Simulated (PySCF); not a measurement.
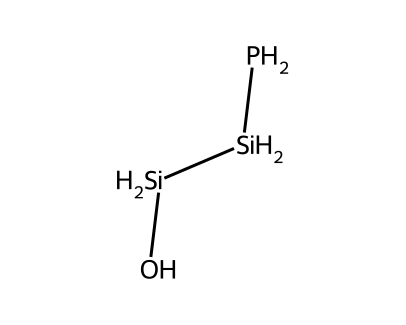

The drawing above gives the connectivity. The computed structure is the end point of a PBE0-D3(BJ)/def2-SVP optimisation. No frequency run is at hand to confirm it as a minimum.

Describe the 3D structure.

Formula H7OPSi2. Its SMILES string is `O[SiH2][SiH2]P`. It has no ring. Among its groups: Si–H bond, Si–O bond. Coordination: 1 O bent; 2 Si tetrahedral; 1 P trigonal pyramidal.

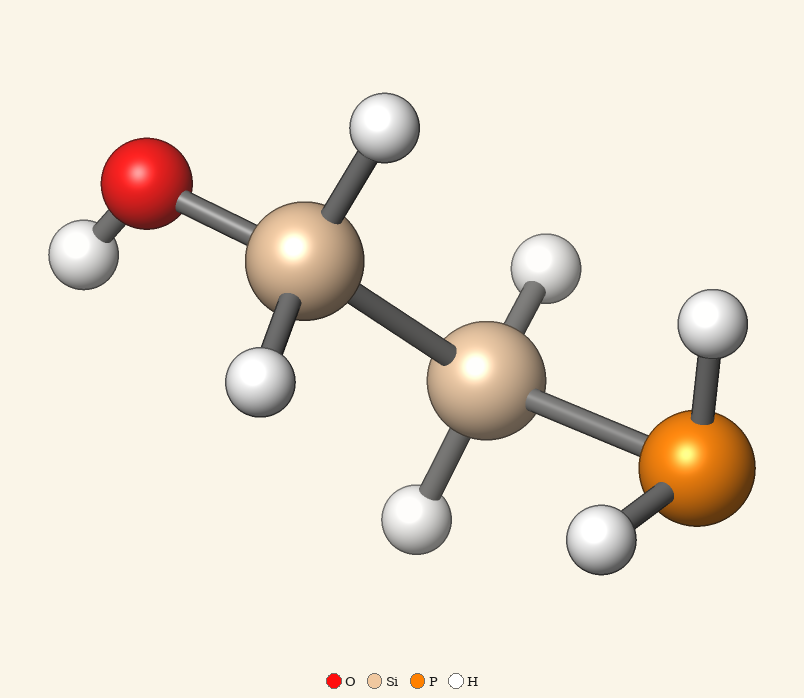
